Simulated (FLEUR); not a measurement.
# Collinear magnetic orders of Eu with FLEUR

Wanted: the moments of Eu and the energy of each order that was tried.

Main program and level: FLEUR MaX-R8.1; PBEsol with U = 6 eV on Eu f; all-electron FLAPW, Dirac cores, scalar-relativistic bands.

The database entry behind the starting cell differs from later determinations by our own check (about 0.5 % long), so it need not match the best structure at ambient conditions.

## 1. The structure

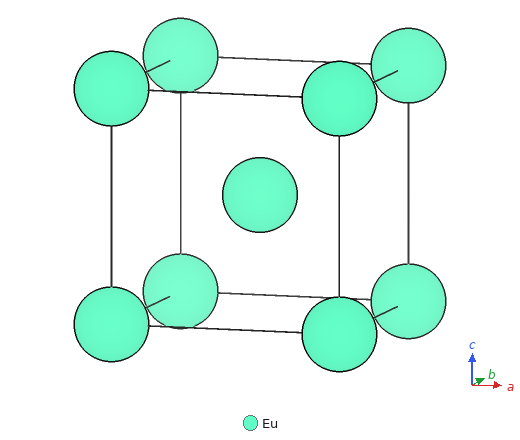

Start, viewed slightly off an axis; europium green. This picture shows the conventional cell, with its axes. Some periodic images of atoms are drawn too.

## 2. Start 1: ferro +

The parallel start comes first: it shows whether parallel moments hold. The U counters the self-interaction that shrinks the moments of a localised shell.

The file n_mmp_mat seeds the f occupations with whole cubic orbitals by Hund's first rule, so that the U acts from the first pass. inpgen writes inp.xml from crystal.txt; cutoffs, mixing, functional, smearing and local orbitals are then set in the file. The k list default-1 (kpts.xml, not shown) is a Γ-centred 8×8×8 mesh; where the ranks do not divide the number of points, some are split in two of half the weight.

inp.xml reads:

```
<?xml version="1.0" encoding="UTF-8" standalone="no"?>
<fleurInput fleurInputVersion="0.39">
   <comment>
      Eu
   </comment>
   <calculationSetup>
      <cutoffs Kmax="3.6" Gmax="10.8" GmaxXC="10.8" numbands="0"/>
      <scfLoop itmax="130" minDistance="0.0001" maxIterBroyd="15" imix="Anderson" alpha="0.05" precondParam="0.0" spinf="2.0" sdNocoIR="T"/>
      <coreElectrons ctail="T" frcor="F" kcrel="0" coretail_lmax="0"/>
      <xcFunctional name="PBEs" relativisticCorrections="F"/>
      <magnetism jspins="2"/>
      <soc l_soc="F" theta="0.0" phi="0.0" spav="F"/>
      <expertModes spex="0" secvar="F"/>
      <geometryOptimization l_f="F" forcealpha="1.0" forcemix="BFGS" epsdisp="0.00001" epsforce="0.00001"/>
      <ldaU l_linMix="F" mixParam="0.05" spinf="1.0"/>
   </calculationSetup>
   <cell>
      <bzIntegration valenceElectrons="17.0" mode="hist" fermiSmearingEnergy="0.00110248">
         <kPointListSelection listName="default-1"/>
         <xi:include xmlns:xi="http://www.w3.org/2001/XInclude" href="kpts.xml"> </xi:include>
      </bzIntegration>
      <xi:include xmlns:xi="http://www.w3.org/2001/XInclude" href="sym.xml"> </xi:include>
      <bulkLattice scale="1.0">
         <bravaisMatrix>
            <row-1>   -4.3520392649537998     4.3520392649537998     4.3520392649537998</row-1>
            <row-2>    4.3520392649537998    -4.3520392649537998     4.3520392649537998</row-2>
            <row-3>    4.3520392649537998     4.3520392649537998    -4.3520392649537998</row-3>
         </bravaisMatrix>
      </bulkLattice>
   </cell>
   <atomSpecies>
      <species name="Europium (7.000" element="Eu" atomicNumber="63">
         <mtSphere radius="2.8" gridPoints="925" logIncrement="0.014"/>
         <atomicCutoffs lmax="10" lnonsphr="8"/>
         <electronConfig flipSpins="F">
            <coreConfig>(1s1/2) (2s1/2) (2p1/2) (2p3/2) (3s1/2) (3p1/2) (3p3/2) (4s1/2) (3d3/2) (3d5/2) (4p1/2) (4p3/2) (4d3/2) (4d5/2)</coreConfig>
            <valenceConfig>(5s1/2) (5p1/2) (5p3/2) (6s1/2) (4f5/2) (4f7/2)</valenceConfig>
            <stateOccupation state="(4f5/2)" spinUp="3.0" spinDown="0.0"/>
            <stateOccupation state="(4f7/2)" spinUp="4.0" spinDown="0.0"/>
         </electronConfig>
         <energyParameters s="6" p="6" d="5" f="4"/>
         <ldaU l="3" U="6.0" J="0.0" l_amf="F"/>
         <lo type="SCLO" l="0" n="5" eDeriv="0"/>
         <lo type="SCLO" l="1" n="5" eDeriv="0"/>
      </species>
   </atomSpecies>
   <atomGroups>
      <atomGroup species="Europium (7.000">
         <relPos label="                   1">.0000000000 .0000000000 .0000000000</relPos>
         <force calculate="T" relaxXYZ="TTT"/>
      </atomGroup>
   </atomGroups>
   <output dos="F" band="F" slice="F">
      <bandDOS minEnergy="-.5*Htr" maxEnergy="0.5*Htr" sigma="0.015" storeEVData="T"/>
      <plotting iplot="0" polar="F">
         <plot TwoD="T" vec1="  1.0  0.0  0.0" vec2="  0.0  1.0  0.0" vec3="  0.0  0.0  1.0" zero="  0.0  0.0  0.0" file="plot"/>
      </plotting>
      <moessbauerParams electricFieldGradient="F" isomerShift="F" coreHyperfine="F" valenceHyperfine="F"/>
   </output>
</fleurInput>
```

crystal.txt reads:

```
Eu
&input film=F cartesian=F /
-2.30300000000  2.30300000000  2.30300000000
2.30300000000  -2.30300000000  2.30300000000
2.30300000000  2.30300000000  -2.30300000000
1.8897261246
1.0 1.0 1.0

1
63 0.00000000000  0.00000000000  0.00000000000 : 7.000

&kpt div1=8 div2=8 div3=8 gamma=T /
```

The run is started by

```bash
OMP_NUM_THREADS=1 inpgen -f crystal.txt > inpgen.log  # inp.xml is then edited as shown
OMP_NUM_THREADS=1 mpirun -n 4 fleur_MPI > fleur.log
```

Output:

```text
Welcome to FLEUR        (www.flapw.de)
      MaX-Release 8.1          (www.max-centre.eu)

 ========== k-point set info ==========
 Selected k-point list: default-1
 k-point list type: mesh
 0 x 0 x 0
 Number of k points: 32

 ------------Calculation Setup---------------------------
 Number of MPI-tasks      :            4
 Number of PE/node        :            4
 Number of OMP-threads    :            1
 k-points in parallel     :            4
 pe's per k-point         :            1
 No of k-point loops      :            8
 Eigenvalue solver        :       lapack
 Number of basis functions:          282
 Approximate size of matrices (H+S) per k-point:         0.001 GB
 --------------------------------------------------------
 Iteration:     1   Distance:       2.75028379 me/bohr^3
 Iteration:     2   Distance:       2.60697221 me/bohr^3
 Iteration:     3   Distance:       0.52256895 me/bohr^3
 Iteration:     4   Distance:       0.14060017 me/bohr^3
 Iteration:     5   Distance:       0.13048998 me/bohr^3
 Iteration:     6   Distance:       0.04542468 me/bohr^3
 Iteration:     7   Distance:       0.06525367 me/bohr^3
 Iteration:     8   Distance:       0.03399237 me/bohr^3
 Iteration:     9   Distance:       0.03304102 me/bohr^3
 Iteration:    10   Distance:       0.01192673 me/bohr^3
 Iteration:    11   Distance:       0.01143104 me/bohr^3
 Iteration:    12   Distance:       0.00381072 me/bohr^3
 Iteration:    13   Distance:       0.00101390 me/bohr^3
 Iteration:    14   Distance:       0.00074954 me/bohr^3
 Iteration:    15   Distance:       0.00032723 me/bohr^3
 Iteration:    16   Distance:       0.00032176 me/bohr^3
 Iteration:    17   Distance:       0.00014153 me/bohr^3
 Iteration:    18   Distance:       0.00006550 me/bohr^3

 ********************************************************************
 Run finished successfully
 Stop message:
   all done
 ********************************************************************

--- out.xml (last complete iteration) ---
<iteration numberForCurrentRun="   18" overallNumber="   18">
         [... left out ...]
         <bandgap value="0.0032328603" units="eV"/>
         <sumValenceSingleParticleEnergies value="-4.6663706051" units="Htr"/>
         <FermiEnergy value="0.1830678994" units="Htr"/>
         <valenceDensity>
            <mtCharges spin="1">
               <mtCharge atomType="1" total="11.0418314" s="1.0824570" p="2.9074218" d="0.1631491" f="6.8887031"/>
            </mtCharges>
            <mtCharges spin="2">
               <mtCharge atomType="1" total="4.0221737" s="1.0719471" p="2.8697004" d="0.0798917" f="0.0005991"/>
            </mtCharges>
            <spinDependentCharge spin="1" total="12.1417855" interstitial="1.0999540" mtSpheres="11.0418314"/>
            <spinDependentCharge spin="2" total="4.8582145" interstitial="0.8360409" mtSpheres="4.0221737"/>
            <totalCharge value="17.0000000000"/>
         </valenceDensity>
         [... left out ...]
         <allElectronCharges>
            <spinDependentCharge spin="1" total="35.1417855" interstitial="1.0999630" mtSpheres="34.0418224"/>
            <spinDependentCharge spin="2" total="27.8582145" interstitial="0.8360519" mtSpheres="27.0221626"/>
            <totalCharge value="62.9999999909"/>
         </allElectronCharges>
         <magneticMomentsInMTSpheres units="muBohr">
            <globalMagMoment atomType="1" vec="0.00000   0.00000   7.01966"/>
            <localMagMoment atomType="1" vec="0.00000   0.00000   7.01966"/>
         </magneticMomentsInMTSpheres>
         <moessbauerParams unitsHFF="kG" unitsIS="e/bohr^3" unitsEFG="Htr/bohr^2">
         </moessbauerParams>
         <totalEnergy value="   -10848.7143185732" units="Htr">
            <sumOfEigenvalues value="    -6679.2651633515">
               <coreElectrons value="-6674.5987927464"/>
               <valenceElectrons value="-4.6663706051"/>
            </sumOfEigenvalues>
            <densityCoulombPotentialIntegral value="-18158.9933792230"/>
            <densityEffectivePotentialIntegral value="-18474.7314321483"/>
            <chargeDenXCDenIntegral value="-239.8983931540"/>
            <FockExchangeEnergyValence value="0.0000000000"/>
            <FockExchangeEnergyCore value="0.0000000000"/>
            <atomTypeDependentContributions atomType="1">
               <electronNucleiInteractionDifferentMTs value="13300.3494917038"/>
               <MadelungTerm value="-25.1834033924"/>
            </atomTypeDependentContributions>
            <dftUCorrection value="-0.7473904917"/>
            <tkbTimesEntropy value="0.0001814885"/>
            <freeEnergy value="-10848.7145000617"/>
            <extrapolationTo0K value="-10848.7144093174"/>
         </totalEnergy>
         <ldaUDensityMatrix>
            <densityMatrixFor spin="1" atomType="1" uIndex="1" l="3" U="6.00000000" J="0.00000000">
               (+0.98423,+0.00000) (+0.00000,+0.00000) (+0.00000,+0.00000) (+0.00000,+0.00000) (+0.00056,+0.00000) (+0.00000,+0.00000) (+0.00000,+0.00000)
               (+0.00000,+0.00000) (+0.98384,+0.00000) (+0.00000,+0.00000) (+0.00000,+0.00000) (+0.00000,+0.00000) (-0.00034,+0.00000) (+0.00000,+0.00000)
               (+0.00000,+0.00000) (+0.00000,+0.00000) (+0.98394,+0.00000) (+0.00000,+0.00000) (+0.00000,+0.00000) (+0.00000,+0.00000) (+0.00056,+0.00000)
               (+0.00000,+0.00000) (+0.00000,+0.00000) (+0.00000,+0.00000) (+0.98467,+0.00000) (+0.00000,+0.00000) (+0.00000,+0.00000) (+0.00000,+0.00000)
               (+0.00056,+0.00000) (+0.00000,+0.00000) (+0.00000,+0.00000) (+0.00000,+0.00000) (+0.98394,+0.00000) (+0.00000,+0.00000) (+0.00000,+0.00000)
               (+0.00000,+0.00000) (-0.00034,+0.00000) (+0.00000,+0.00000) (+0.00000,+0.00000) (+0.00000,+0.00000) (+0.98384,+0.00000) (+0.00000,+0.00000)
               (+0.00000,+0.00000) (+0.00000,+0.00000) (+0.00056,+0.00000) (+0.00000,+0.00000) (+0.00000,+0.00000) (+0.00000,+0.00000) (+0.98423,+0.00000)
            </densityMatrixFor>
            <densityMatrixFor spin="2" atomType="1" uIndex="1" l="3" U="6.00000000" J="0.00000000">
               (+0.00009,+0.00000) (+0.00000,+0.00000) (+0.00000,+0.00000) (+0.00000,+0.00000) (+0.00004,+0.00000) (+0.00000,+0.00000) (+0.00000,+0.00000)
               (+0.00000,+0.00000) (+0.00007,+0.00000) (+0.00000,+0.00000) (+0.00000,+0.00000) (+0.00000,+0.00000) (-0.00004,+0.00000) (+0.00000,+0.00000)
               (+0.00000,+0.00000) (+0.00000,+0.00000) (+0.00007,+0.00000) (+0.00000,+0.00000) (+0.00000,+0.00000) (+0.00000,+0.00000) (+0.00004,+0.00000)
               (+0.00000,+0.00000) (+0.00000,+0.00000) (+0.00000,+0.00000) (+0.00013,+0.00000) (+0.00000,+0.00000) (+0.00000,+0.00000) (+0.00000,+0.00000)
               (+0.00004,+0.00000) (+0.00000,+0.00000) (+0.00000,+0.00000) (+0.00000,+0.00000) (+0.00007,+0.00000) (+0.00000,+0.00000) (+0.00000,+0.00000)
               (+0.00000,+0.00000) (-0.00004,+0.00000) (+0.00000,+0.00000) (+0.00000,+0.00000) (+0.00000,+0.00000) (+0.00007,+0.00000) (+0.00000,+0.00000)
               (+0.00000,+0.00000) (+0.00000,+0.00000) (+0.00004,+0.00000) (+0.00000,+0.00000) (+0.00000,+0.00000) (+0.00000,+0.00000) (+0.00009,+0.00000)
            </densityMatrixFor>
         </ldaUDensityMatrix>
         <ldaUDensityMatrixConvergence>
            <distance spin="1" distance="0.000001"/>
            <distance spin="2" distance="0.000000"/>
         </ldaUDensityMatrixConvergence>
         <densityConvergence units="me/bohr^3">
            <chargeDensity spin="1" distance="0.0000322544"/>
            <chargeDensity spin="2" distance="0.0000421537"/>
            <overallChargeDensity distance="0.0000366590"/>
            <spinDensity distance="0.0000655033"/>
         </densityConvergence>
      </iteration>
```

The job ended after 18 s (4 MPI ranks of Intel Xeon Platinum 8259CL at 2.50GHz (Skylake/Cascade Lake), shared host; peak memory 0.23 GiB).

Spin moment in the muffin-tin sphere by atom:

```
atom  spin moment in the muffin-tin sphere (μB)
 Eu1                                       7.02
```

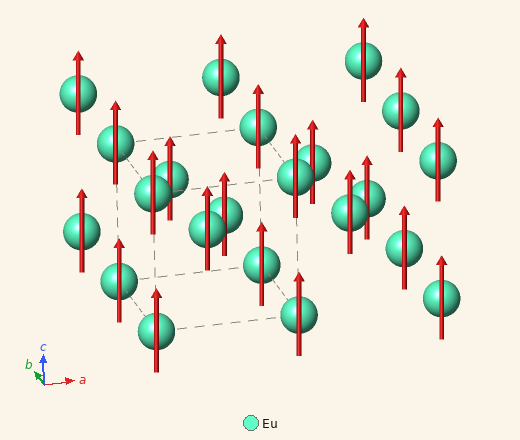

Spin moment in the muffin-tin sphere as arrows, the longest 7.02 μB. Up and down stand for the sign. Arrows give size and sign along the axis of quantisation, drawn up and down the page. 2×2×1 conventional cells are drawn. Some periodic images of atoms are drawn too.

This step gave:

```
free energy                                                       : -295208.5605 eV
program's band gap on this mesh (in a metal only a level spacing) : 0.003233 eV
magnetization                                                     : 7.284 μB
final state                                                       : ferromagnetic
```

After 18 cycles the largest moment stands at 7.02 μB.

## 3. Run 2 (antiferro q=(1/2,1/2,1/2) +-)

Another pattern of signs weighs the neighbour shells otherwise.

The cell is doubled to 2 atoms to hold this order. The mesh is halved along the doubled vector, so that both cells sample the same points. The k list default-1 (kpts.xml, not shown) is a Γ-centred 4×8×8 mesh.

inp.xml: that of step 2 with these lines changed.

```diff
@@ -17,3 +17,3 @@
    <cell>
-      <bzIntegration valenceElectrons="17.0" mode="hist" fermiSmearingEnergy="0.00110248">
+      <bzIntegration valenceElectrons="34.0" mode="hist" fermiSmearingEnergy="0.00110248">
          <kPointListSelection listName="default-1"/>
@@ -24,5 +24,5 @@
          <bravaisMatrix>
-            <row-1>   -4.3520392649537998     4.3520392649537998     4.3520392649537998</row-1>
-            <row-2>    4.3520392649537998    -4.3520392649537998     4.3520392649537998</row-2>
-            <row-3>    4.3520392649537998     4.3520392649537998    -4.3520392649537998</row-3>
+            <row-1>   -8.7040785299075996     8.7040785299075996     8.7040785299075996</row-1>
+            <row-2>    0.0000000000000000     0.0000000000000000     8.7040785299075996</row-2>
+            <row-3>    0.0000000000000000     8.7040785299075996     0.0000000000000000</row-3>
          </bravaisMatrix>
@@ -45,2 +45,16 @@
       </species>
+      <species name="Europium (-7.000" element="Eu" atomicNumber="63">
+         <mtSphere radius="2.8" gridPoints="925" logIncrement="0.014"/>
+         <atomicCutoffs lmax="10" lnonsphr="8"/>
+         <electronConfig flipSpins="F">
+            <coreConfig>(1s1/2) (2s1/2) (2p1/2) (2p3/2) (3s1/2) (3p1/2) (3p3/2) (4s1/2) (3d3/2) (3d5/2) (4p1/2) (4p3/2) (4d3/2) (4d5/2)</coreConfig>
+            <valenceConfig>(5s1/2) (5p1/2) (5p3/2) (6s1/2) (4f5/2) (4f7/2)</valenceConfig>
+            <stateOccupation state="(4f5/2)" spinUp="0.0" spinDown="3.0"/>
+            <stateOccupation state="(4f7/2)" spinUp="0.0" spinDown="4.0"/>
+         </electronConfig>
+         <energyParameters s="6" p="6" d="5" f="4"/>
+         <ldaU l="3" U="6.0" J="0.0" l_amf="F"/>
+         <lo type="SCLO" l="0" n="5" eDeriv="0"/>
+         <lo type="SCLO" l="1" n="5" eDeriv="0"/>
+      </species>
    </atomSpecies>
@@ -49,2 +63,6 @@
          <relPos label="                   1">.0000000000 .0000000000 .0000000000</relPos>
+         <force calculate="T" relaxXYZ="TTT"/>
+      </atomGroup>
+      <atomGroup species="Europium (-7.000">
+         <relPos label="                   2">1.000/2.000 .0000000000 .0000000000</relPos>
          <force calculate="T" relaxXYZ="TTT"/>
```

crystal.txt reads:

```
Eu
&input film=F cartesian=F /
-4.60600000000  4.60600000000  4.60600000000
0.00000000000  0.00000000000  4.60600000000
0.00000000000  4.60600000000  0.00000000000
1.8897261246
1.0 1.0 1.0

2
63 0.00000000000  0.00000000000  0.00000000000 : 7.000
63 0.50000000000  0.00000000000  0.00000000000 : -7.000

&kpt div1=4 div2=8 div3=8 gamma=T /
```

Output:

```text
[banner, memory and clock lines left out]
Welcome to FLEUR        (www.flapw.de)
      MaX-Release 8.1          (www.max-centre.eu)

 ========== k-point set info ==========
 Selected k-point list: default-1
 k-point list type: mesh
 0 x 0 x 0
 Number of k points: 36

 ------------Calculation Setup---------------------------
 Number of PE/node        :            4
 Number of OMP-threads    :            1
 k-points in parallel     :            4
 pe's per k-point         :            1
 No of k-point loops      :            9
 Eigenvalue solver        :       lapack
 Number of basis functions:          564
 Approximate size of matrices (H+S) per k-point:         0.005 GB
 Iteration:     1   Distance:       2.72150292 me/bohr^3
 Iteration:     2   Distance:       2.58042597 me/bohr^3
 Iteration:     3   Distance:       0.47055483 me/bohr^3
 Iteration:     4   Distance:       0.06896685 me/bohr^3
 Iteration:     5   Distance:       0.06696272 me/bohr^3
 Iteration:     6   Distance:       0.01191020 me/bohr^3
 Iteration:     7   Distance:       0.00692388 me/bohr^3
 Iteration:     8   Distance:       0.00370002 me/bohr^3
 Iteration:     9   Distance:       0.00072287 me/bohr^3
 Iteration:    10   Distance:       0.00044848 me/bohr^3
 Iteration:    11   Distance:       0.00014590 me/bohr^3
 Iteration:    12   Distance:       0.00000945 me/bohr^3

 ********************************************************************
 Run finished successfully
 Stop message:
   all done
 ********************************************************************

--- out.xml (last complete iteration) ---
<iteration numberForCurrentRun="   12" overallNumber="   12">
         [... left out ...]
         <bandgap value="0.0000000000" units="eV"/>
         <sumValenceSingleParticleEnergies value="-9.3153399834" units="Htr"/>
         <FermiEnergy value="0.1785640429" units="Htr"/>
         <valenceDensity>
            <mtCharges spin="1">
               <mtCharge atomType="1" total="11.0249530" s="1.0876276" p="2.9033351" d="0.1429211" f="6.8910234"/>
               <mtCharge atomType="2" total="4.0395743" s="1.0701055" p="2.8725605" d="0.0958333" f="0.0009842"/>
            </mtCharges>
            <mtCharges spin="2">
               <mtCharge atomType="1" total="4.0395743" s="1.0701055" p="2.8725605" d="0.0958333" f="0.0009842"/>
               <mtCharge atomType="2" total="11.0249530" s="1.0876276" p="2.9033351" d="0.1429211" f="6.8910234"/>
            </mtCharges>
            <spinDependentCharge spin="1" total="17.0000000" interstitial="1.9354727" mtSpheres="15.0645273"/>
            <spinDependentCharge spin="2" total="17.0000000" interstitial="1.9354727" mtSpheres="15.0645273"/>
            <totalCharge value="34.0000000000"/>
         </valenceDensity>
         [... left out ...]
         <magneticMomentsInMTSpheres units="muBohr">
            <globalMagMoment atomType="1" vec="0.00000   0.00000   6.98538"/>
            <localMagMoment atomType="1" vec="0.00000   0.00000   6.98538"/>
            <globalMagMoment atomType="2" vec="0.00000   0.00000  -6.98538"/>
            <localMagMoment atomType="2" vec="0.00000   0.00000  -6.98538"/>
         </magneticMomentsInMTSpheres>
         [... left out ...]
         <totalEnergy value="   -21697.4277986851" units="Htr">
            <sumOfEigenvalues value="   -13358.4211873728">
               <coreElectrons value="-13349.1058473894"/>
               <valenceElectrons value="-9.3153399834"/>
            </sumOfEigenvalues>
            <densityCoulombPotentialIntegral value="-36317.8844079559"/>
            <densityEffectivePotentialIntegral value="-36949.3603570926"/>
            <chargeDenXCDenIntegral value="-479.7968681012"/>
            <FockExchangeEnergyValence value="0.0000000000"/>
            <FockExchangeEnergyCore value="0.0000000000"/>
         [... left out ...]
            <dftUCorrection value="-1.4957884292"/>
            <tkbTimesEntropy value="0.0001991041"/>
            <freeEnergy value="-21697.4279977892"/>
            <extrapolationTo0K value="-21697.4278982372"/>
         </totalEnergy>
         [... left out ...]
         <ldaUDensityMatrixConvergence>
            <distance spin="1" distance="0.000000"/>
            <distance spin="2" distance="0.000000"/>
         </ldaUDensityMatrixConvergence>
         <densityConvergence units="me/bohr^3">
            <chargeDensity spin="1" distance="0.0000066674"/>
            <chargeDensity spin="2" distance="0.0000066674"/>
            <overallChargeDensity distance="0.0000094540"/>
            <spinDensity distance="0.0000094042"/>
         </densityConvergence>
      </iteration>
```

Wall time 38 s (4 MPI ranks); peak memory 0.32 GiB.

Spin moment in the muffin-tin sphere by atom:

```
atom  spin moment in the muffin-tin sphere (μB)
 Eu1                                       6.99
 Eu2                                      -6.99
```

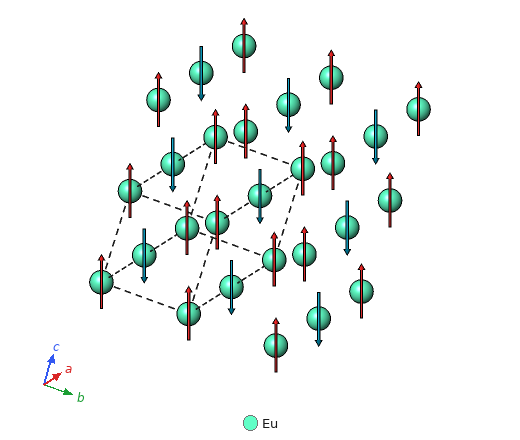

Spin moment in the muffin-tin sphere as arrows, the longest 6.99 μB. Up and down stand for the sign. Arrows give size and sign along the axis of quantisation, drawn up and down the page. The two directions have two colours. 1×2×2 cells are drawn. Some periodic images of atoms are drawn too.

This step gave:

```yaml
free_energy: -590417.0938 eV
program_s_band_gap_on_this_mesh_in_a_metal_only_a_level_spacing: 0 eV
magnetization: 0 μB
final_state: antiferromagnetic
```

It lies 13.6 meV a seeded atom over the first start, and its largest moment is 6.99 μB against 7.02 μB.

[end of part 1 of 2]

[Logs and program files are shortened in this print: banners, set-up blocks, solver, clock and traceback lines can be left out without a mark of their own.]

[Logs are printed without paths, hosts, clocks, repeated set-up lines and the standing remarks that a program may print on its own settings, such as how far it seeks lower states.]

[Hosts, paths, dates, database ids (printed as entryN), source tags and the programs' standing remarks are cut or masked in the printed files.]

[Where a cell is said to come from a database of computed structures, the database is the Materials Project.]
